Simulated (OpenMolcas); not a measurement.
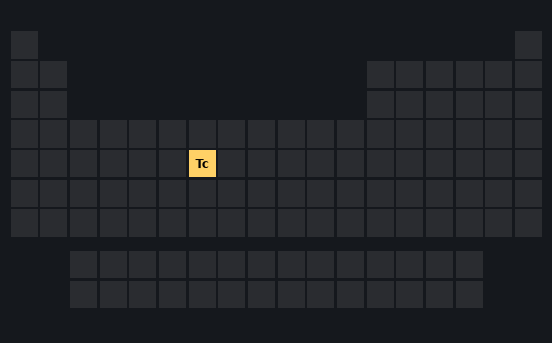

*The place of technetium in the periodic table.*

**Multiconfigurational calculation for Tc³⁺**

Tc³⁺. Level asked for: state-averaged CASSCF, active space 4 electrons in the shell 4d, basis ANO-RCC-VTZP, DKH3 scalar Hamiltonian, spin-orbit coupling by RASSI with atomic mean-field integrals (OpenMolcas).

### Input file
```
&GATEWAY
Coord
1

Tc 0.0 0.0 0.0
Basis=ANO-RCC-VTZP
Group=XYZ
NoMove
AngMom=0.0 0.0 0.0
AMFI
&SEWARD
Relativistic=R03O02
&RASSCF
FileOrb=start.orb
Symmetry=1
Spin=5
nActEl=5 0 0
Inactive=9 9
Ras2=5 0
CIRoot=5 5 1
SDav=5
CIMx=300
Iter=95 100
PrWF=0.3
OrbListing=Nothing
MaxOrb=0
Atom
>>> COPY $Project.JobIph JOB001
```

The file start.orb holds starting orbitals from an earlier step.

Launched with:
```bash
OMP_NUM_THREADS=1 MOLCAS_MEM=2252 MOLCAS_PROJECT=a pymolcas a.inp > a.log  # once for each step of the input, in one work folder
```

### Output (extracts)
```
--- SEWARD ---
Basis set label: TC.ANO-RCC...7S6P4D2F1G.

      Electronic valence basis set:
      ------------------
      Associated Effective Charge  43.000000 au
      Associated Actual Charge     43.000000 au
      Nuclear Model: Point charge

      Shell  nPrim  nBasis  Cartesian Spherical Contaminant
         s      21       7        X
         p      18       6        X
         d      13       4                 X
         f       6       2                 X
         g       4       1                 X
Relativistic=R03O02
                  Relativistic Douglas-Kroll-Hess integrals:
                    - DKH order of Hamiltonian: 3
                    - DKH order of Properties : 2
--- RASSCF ---

 Nr of active orbitals     NAC=   5
 Spin degeneracy         ISPIN=   5
 There can be no such wave function.
 ************************************************
--- Stop Module: rasscf at  /rc=_RC_INPUT_ERROR_ ---
.####################.
.# User input error #.
.####################.
```

### What the run reported

```tsv
quantity	value
outcome	refused by the program
hardware	1 CPU thread, shared host
```

### What went wrong

This input holds a deliberate fault: wrong electron count. The program refused the input; the driver noted: RASSCF spin 5: _RC_INPUT_ERROR_.
